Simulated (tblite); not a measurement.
C$_{7}$H$_{7}$FO: molecular dynamics

- system: C$_{7}$H$_{7}$FO, SMILES FCC1=C[C@@H]2C=C[C@H]1O2
- method: GFN2-xTB Langevin dynamics, gas phase (tblite 0.8.0)

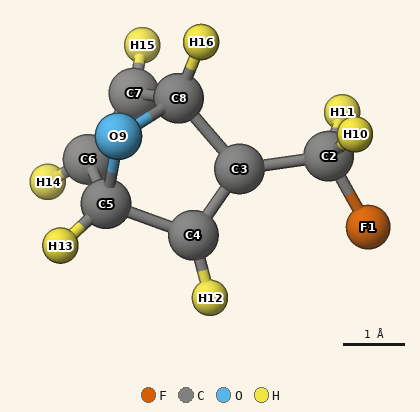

The starting structure (ball-and-stick view, seen at a tilt; atoms are numbered from 1 in the order of the input). Bond lengths as drawn: C–C 1.32 to 1.54 Å, C–F 1.37 Å, C–H 1.07 to 1.10 Å and C–O 1.42 Å.

Key numbers

- outcome: finished
- mean temperature over the second half: 801 K
- trajectory: 41 frames kept, 1000 fs
- hardware: 1 CPU thread, shared host
- wall time: 37 s
- peak memory: 0.19 GiB

Input
```
{"job": {"kind": "md", "xc": "GFN2-xTB", "basis": "xTB", "temperature": 600, "steps": 2000, "every": 50}, "charge": 0, "multiplicity": 1}
F      2.671667    -0.947652    -1.168261
C      2.194644    -0.165837    -0.147051
C      0.735371    -0.345164     0.038011
C     -0.144263    -1.167591    -0.516195
C     -1.489176    -0.770662     0.102023
C     -1.811578     0.602501    -0.497451
C     -0.936589     1.425330     0.056554
C     -0.102485     0.536366     0.985242
O     -1.078852    -0.397897     1.412125
H      2.747609    -0.450427     0.757806
H      2.429030     0.875443    -0.404703
H     -0.008944    -1.931478    -1.253001
H     -2.276317    -1.515887     0.113402
H     -2.577688     0.778451    -1.223984
H     -0.772045     2.474120    -0.081275
H      0.412017     1.009330     1.815347
```

The first line tells a small driver script what to run in tblite; the rest is the geometry in Å.

Launch command:
```bash
OMP_NUM_THREADS=1 python <driver script> task.json out
```

Output
```
t/fs     T/K      E/eV
    0.0   487.9   -742.36714
   25.0   356.1   -741.79402
   50.0   340.7   -741.55899
   75.0   399.2   -741.49267
  100.0   408.7   -741.42166
  125.0   398.4   -741.48469
  150.0   494.3   -741.71336
  175.0   373.4   -741.45726
  200.0   534.5   -741.20284
  225.0   630.0   -741.25283
  250.0   730.2   -741.39363
  275.0   709.4   -741.35018
  300.0   526.3   -740.97800
  325.0   644.0   -741.12176
  350.0   670.1   -741.37505
  375.0   709.9   -740.77699
  400.0   827.2   -740.92501
  425.0   794.4   -740.99005
  450.0   715.3   -740.24015
  475.0   797.1   -740.23034
  500.0   890.0   -740.82908
  525.0   746.6   -740.68339
  550.0   791.9   -740.13154
  575.0   803.9   -740.57888
  600.0   855.0   -740.82966
  625.0   770.7   -741.07267
  650.0   637.2   -740.70844
  675.0   753.8   -740.86616
  700.0   571.1   -740.35488
  725.0  1010.5   -740.65925
  750.0   853.4   -740.50566
  775.0   879.1   -740.36537
  800.0   725.6   -740.24989
  825.0   739.1   -740.20732
  850.0   778.4   -740.61617
  875.0   980.2   -740.89175
  900.0  1073.3   -741.12119
  925.0   746.1   -740.73627
  950.0   817.8   -740.75903
  975.0   737.2   -740.98304
 1000.0   667.7   -740.88440
```

Trajectory as extended XYZ (Å, eV, eV/Å), 6 of the 41 frames kept, from step=0 to step=40
```
16
Properties=species:S:1:pos:R:3:forces:R:3 step=0 time_fs=0.0 energy=-742.36714 temperature=487.9
F     2.6717   -0.9477   -1.1683    0.0065  -0.0007  -0.0005
C     2.1946   -0.1658   -0.1471    0.0022  -0.0013  -0.0010
C     0.7354   -0.3452    0.0380    0.0011  -0.0001   0.0033
C    -0.1443   -1.1676   -0.5162    0.0017   0.0028   0.0003
C    -1.4892   -0.7707    0.1020   -0.0041   0.0021   0.0034
C    -1.8116    0.6025   -0.4975    0.0025   0.0022   0.0003
C    -0.9366    1.4253    0.0566    0.0045  -0.0021  -0.0040
C    -0.1025    0.5364    0.9852    0.0004   0.0033  -0.0046
O    -1.0789   -0.3979    1.4121    0.0053  -0.0001   0.0035
H     2.7476   -0.4504    0.7578    0.0015  -0.0003  -0.0007
H     2.4290    0.8754   -0.4047   -0.0009   0.0011   0.0016
H    -0.0089   -1.9315   -1.2530   -0.0053  -0.0016  -0.0017
H    -2.2763   -1.5159    0.1134   -0.0032  -0.0033   0.0018
H    -2.5777    0.7785   -1.2240    0.0001   0.0010  -0.0022
H    -0.7720    2.4741   -0.0813   -0.0059   0.0017   0.0028
H     0.4120    1.0093    1.8153   -0.0064  -0.0048  -0.0022
16
Properties=species:S:1:pos:R:3:forces:R:3 step=8 time_fs=200.0 energy=-741.20284 temperature=534.5
F     2.5466   -0.8156   -1.2362    0.3630   0.4701   0.3015
C     2.1590    0.0845   -0.2390    1.0327   0.6415  -1.6040
C     0.8812   -0.2859    0.2246   -3.8892   0.8282   0.7428
C     0.1028   -1.3420    0.1063   -0.0560  -2.0547  -1.6992
C    -1.3905   -0.8466    0.3953    1.1554  -3.0370   0.8247
C    -1.8764    0.0244   -0.6991    0.0623   0.5160  -0.1321
C    -1.1479    1.1106   -0.4718    1.3827  -0.0990   0.6828
C    -0.2137    0.8175    0.7896    0.3240  -1.5638  -3.3975
O    -0.9917   -0.0831    1.4647   -1.6893   1.7876   2.2557
H     2.8657    0.0601    0.5577    1.0770   0.0297   0.4438
H     2.0938    1.1058   -0.7071    0.3447  -0.7056   0.2141
H     0.4361   -2.3810   -0.2053   -0.8079   1.5345   0.3720
H    -2.0958   -1.5838    0.7413   -0.0694  -0.6366   0.0535
H    -2.6792   -0.2968   -1.4028    1.1604   0.6478   0.7318
H    -0.9033    1.9684   -1.0232   -0.3606   0.8772  -0.5848
H     0.2685    1.6223    1.2677   -0.0297   0.7641   0.7950
16
Properties=species:S:1:pos:R:3:forces:R:3 step=16 time_fs=400.0 energy=-740.92501 temperature=827.2
F     2.6096   -1.0935   -1.1460   -0.1386   0.4315   0.5675
C     2.0722    0.0686   -0.6495    0.6584   0.8708   2.9858
C     0.8442   -0.1474    0.2320    0.2583   0.6429  -1.4355
C     0.2551   -1.2763    0.5384   -2.1420  -2.3627  -0.3485
C    -1.2652   -0.8219    0.7578    0.7833  -0.2444   1.0117
C    -1.8217   -0.3159   -0.6569    1.8488  -0.3580   3.9125
C    -1.2497    0.8667   -0.6624    0.1540   0.0523  -1.8872
C    -0.2407    0.9786    0.4607   -0.2594  -0.7297  -0.3280
O    -1.0959    0.4469    1.4460    1.0754  -1.4993  -0.1045
H     2.8609    0.6218    0.1304   -1.1841  -1.1238  -2.3202
H     1.7610    0.6453   -1.5154    0.2970   0.4484   0.0635
H     0.5383   -2.4168    0.4452   -0.4846   2.7052   0.2669
H    -1.8285   -1.4329    1.4679   -0.2314  -0.2196  -0.7443
H    -2.4441   -0.8996   -1.2221   -1.1829  -0.6373  -1.0229
H    -1.5403    1.5633   -1.3895    0.4253   1.1543  -0.7289
H     0.1716    1.9209    0.7209    0.1223   0.8694   0.1122
16
Properties=species:S:1:pos:R:3:forces:R:3 step=24 time_fs=600.0 energy=-740.82966 temperature=855.0
F     2.9180   -0.4563   -1.1164    1.3465  -1.7081   0.9876
C     1.8796    0.3632   -0.8693   -0.1954  -0.2299   0.6894
C     0.7284   -0.1110   -0.0471    0.6376   1.1475  -0.3239
C     0.2198   -1.3206   -0.0572   -1.8661   0.3799   0.9373
C    -1.2098   -1.1241    0.7185    2.5638   0.3961  -1.2172
C    -2.0372   -0.3626   -0.2689    1.2689   0.4216   0.6011
C    -1.5379    0.8658   -0.2857    0.6864   0.4891  -1.3927
C    -0.3258    0.8418    0.6863   -0.8583  -3.1599  -1.6018
O    -0.7396   -0.1492    1.6211   -1.1591   0.5492   1.2230
H     2.3329    1.3036   -0.7797    0.4376   1.7284   1.5749
H     1.5466    0.4166   -1.8293   -2.1978   0.4418  -3.3455
H     0.5793   -2.2325   -0.4337    0.1813  -0.5683  -0.2250
H    -1.7004   -2.0339    0.9627    0.1352  -0.4954   1.3260
H    -2.6305   -1.0512   -0.7689   -1.4552   0.1649  -1.2068
H    -1.6233    1.6500   -1.0721   -0.2753  -0.6378   1.1494
H    -0.0684    1.7754    1.0632    0.7498   1.0811   0.8242
16
Properties=species:S:1:pos:R:3:forces:R:3 step=32 time_fs=800.0 energy=-740.24989 temperature=725.6
F     2.9471    0.0163   -1.1912    1.4337  -2.3594  -0.8777
C     1.9811    0.7060   -0.6129   -0.9592  -1.0450   3.5229
C     0.7553   -0.0988   -0.0597    1.5798   1.6290   0.2828
C     0.1847   -1.2013   -0.4154   -2.2955  -3.3594  -4.2625
C    -1.2562   -1.4058    0.3177    2.0417   1.9102  -0.9171
C    -2.0903   -0.1976   -0.3111    1.2991  -0.7372   1.1939
C    -1.4690    0.9084    0.0778   -0.1580  -0.8829   0.8703
C    -0.2252    0.3550    0.9431   -1.5026   3.8412   1.7230
O    -0.8586   -0.6933    1.5453   -0.2564  -2.9400  -0.4627
H     2.5226    1.0363    0.3465   -1.0250   0.8584  -1.2824
H     1.7038    1.2846   -1.4462   -0.9631   1.9509  -0.1336
H     0.3624   -1.5490   -1.5021   -0.1902  -0.5451   2.1000
H    -1.7421   -2.4278    0.3539    0.8515   1.4791   0.2901
H    -3.0367   -0.3791   -0.7147   -0.7302  -0.0243  -0.7043
H    -1.9169    1.8634    0.2450    0.4181   0.3586  -0.5608
H    -0.0133    1.0551    1.7875    0.4565  -0.1339  -0.7820
16
Properties=species:S:1:pos:R:3:forces:R:3 step=40 time_fs=1000.0 energy=-740.88440 temperature=667.7
F     2.6354   -0.2586   -1.0128    0.6298   0.1699  -0.6011
C     2.2243   -0.1414    0.2718   -3.6013  -2.1366  -1.0326
C     0.6828   -0.5071    0.2762    2.5710   1.2090  -0.8915
C    -0.0171   -1.3504   -0.5072    1.7275   2.0301   1.0100
C    -1.4079   -0.9149   -0.2454   -1.0123  -0.0191   2.9312
C    -1.6444    0.5327   -0.7289   -2.2833  -2.3448  -4.0640
C    -0.8800    1.3188   -0.0362    0.4178   3.0657  -0.2970
C    -0.2352    0.4784    0.9752   -0.4551  -2.8759   2.4093
O    -1.2720   -0.5792    1.2020    0.1064   1.1461  -0.6530
H     2.6490   -0.9312    0.8253    1.2186  -0.4104   0.9356
H     2.2531    0.8503    0.5844    0.7402   1.4774   0.6533
H     0.5069   -1.9504   -1.1935   -0.3762  -0.8056  -0.6149
H    -2.1581   -1.7076   -0.2193   -0.2252   0.4611  -0.7412
H    -2.3067    0.4935   -1.7102    1.4321   1.0291   2.1897
H    -0.6525    2.4249   -0.0912   -0.5659  -1.5778  -0.0757
H     0.0946    0.9096    1.9642   -0.3241  -0.4182  -1.1583
```

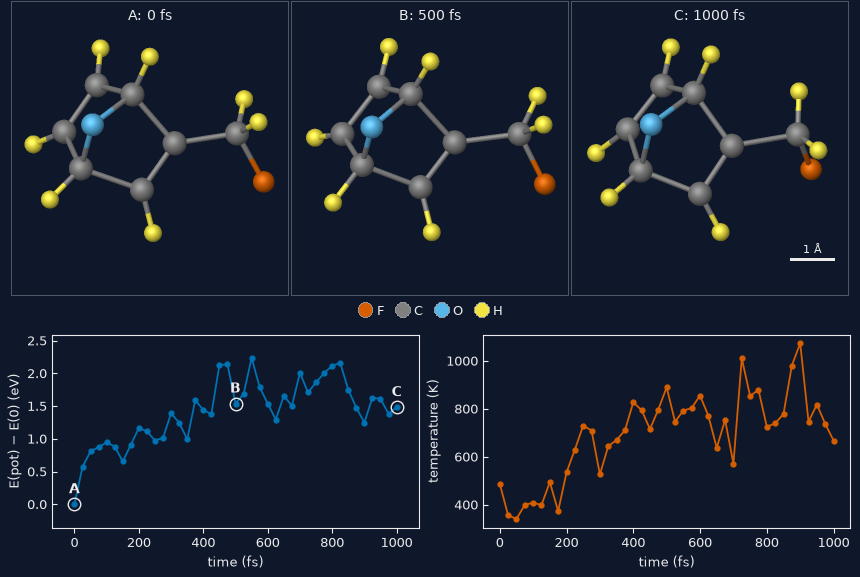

Frames of the molecular dynamics (ball-and-stick, seen at a tilt) above the curves, on which the letters mark them. The trajectory kept here has 41 frames over 1000 fs. The temperature starts at 488 K, ranges from 341 to 1073 K and averages 801 K over the second half. The potential energy ends 1.483 eV above its first value. After an unweighted best fit of the last frame on the first, the root-mean-square displacement is 0.30 Å, and F1 has moved furthest (0.69 Å).
